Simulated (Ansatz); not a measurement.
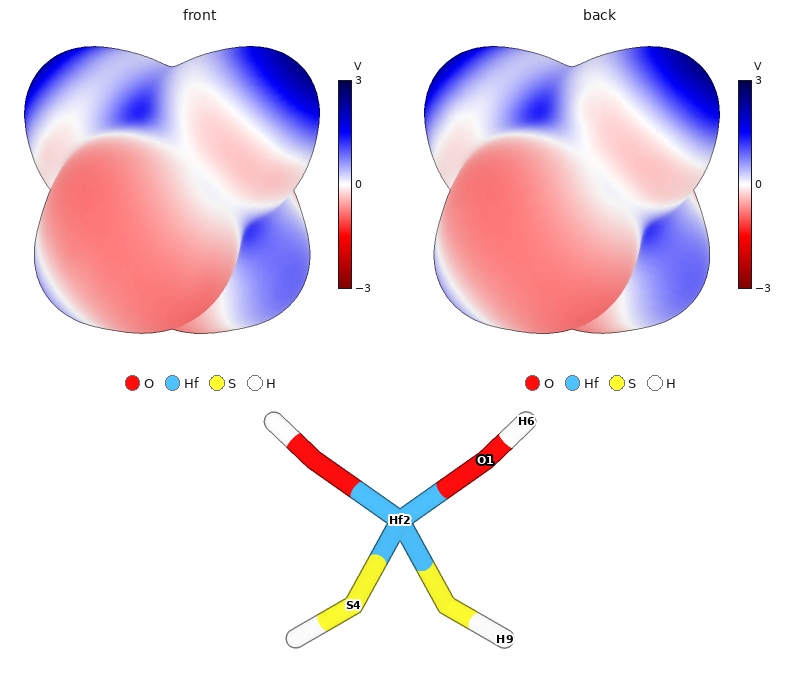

Figure 1: H$_{4}$HfO$_{2}$S$_{2}$. The electrostatic potential painted on the density surface at 0.001 e/bohr³, seen from the front and from behind; red is negative and blue positive. The bare structure is drawn below in the same view.

Geometry: PBE0-D4/def2-TZVP; core potentials replace the inner electrons of Hf.

Level of theory: RKS PBE0-D4/def2-TZVPP (Ansatz 0.2.0).

Input

```
crystal:
  periodic: [false, false, false]
  atoms:
    - {symbol: O, position_ang: [-0.956216, 0.781429, -1.564490]}
    - {symbol: Hf, position_ang: [0.066281, 0.039030, -0.140622]}
    - {symbol: O, position_ang: [1.921539, -0.212489, -0.485029]}
    - {symbol: S, position_ang: [-1.053002, -2.095784, 0.346743]}
    - {symbol: S, position_ang: [0.019938, 1.487240, 1.846485]}
    - {symbol: H, position_ang: [-1.294743, 1.247955, -2.322056]}
    - {symbol: H, position_ang: [2.787779, -0.368537, -0.847558]}
    - {symbol: H, position_ang: [-0.165002, -2.391045, 1.315220]}
    - {symbol: H, position_ang: [-1.326555, 1.512212, 1.851307]}
basis:
  gaussian: {orbitals: def2-TZVPP}
hamiltonian: {xc: pbe0, dispersion: d4}
output: {orbitals: {seedname: orbitals}}
```

Launched as:

```sh
ansatz run in.yaml --threads 4 --pin off --events-out ev --progress --plain --max-ram 10444MiB
```

**Where is the surface potential most negative and most positive?**

The most negative region (about −0.8 V) lies over S4 and S5, the most positive (about +2.4 V) over H6 and H7.
